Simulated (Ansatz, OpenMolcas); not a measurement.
# C2H4AlFO (SMILES C=C[O][AlH][F]): methods side by side

The species is C2H4AlFO (9 atoms), meant as a singlet with charge 0. As SMILES, `C=C[O][AlH][F]`. Geometry: relaxed at PBE0-D4/def2-TZVP. This is one conformer, not always the lowest.

Each level gives the vertical ionisation energy (to the doublet cation) (eV). The values are calculated.

```
             level                    kind     program  value (eV)  less CCSD(T)/def2-SVP
   M06-2X/def2-SVP         hybrid meta-GGA  OpenMolcas        9.33                  +0.17
CAM-B3LYP/def2-SVP  range-separated hybrid      Ansatz        9.25                  +0.09
    HSE06/def2-SVP  range-separated hybrid      Ansatz        9.21                  +0.05
 PBE-QIDH/def2-SVP           double hybrid      Ansatz        9.28                  +0.12
  RPA@PBE/def2-SVP                     RPA      Ansatz        9.15                  -0.01
 RPA@PBE0/def2-SVP                     RPA      Ansatz        9.08                  -0.08
      MP2/def2-SVP     perturbation theory      Ansatz        9.22                  +0.06
  CCSD(T)/def2-SVP   coupled cluster or CI      Ansatz        9.16                   0.00
```

CCSD(T)/def2-SVP is the highest level here, not the true value. The values span 9.08 to 9.33 eV.

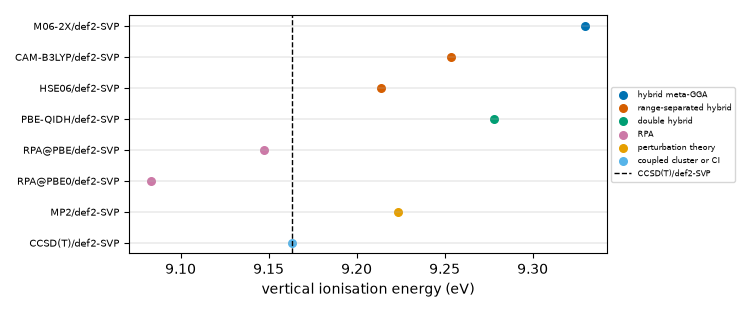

The values of the table, level by level.
